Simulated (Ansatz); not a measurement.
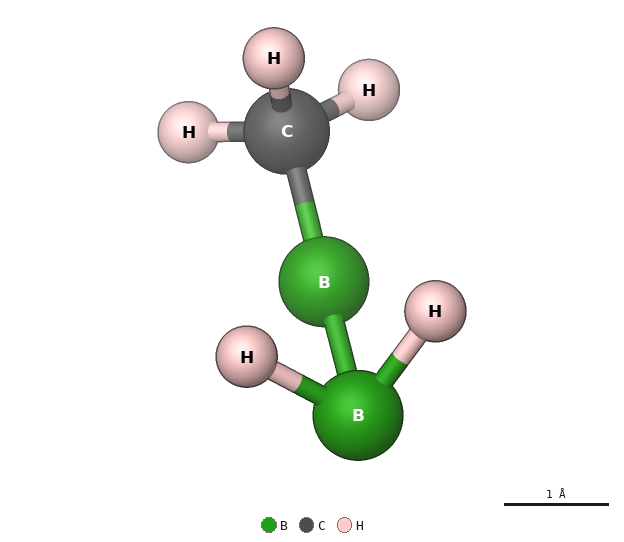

Atoms fade into the background with distance from the viewer. State: neutral, doublet. The geometry was computed by an optimisation with PBE-D4/def2-SVP. No frequency run is at hand to confirm it as a minimum. Masses are those of the most abundant isotopes; constants are for the rigid equilibrium geometry.

Question: Classify the rotor and give the rotational constants (cm⁻¹).

Answer: An asymmetric top (Cs): A = 2.71, B = 0.247, C = 0.245 cm⁻¹. Ray's parameter κ is −1.00, close to the prolate limit.
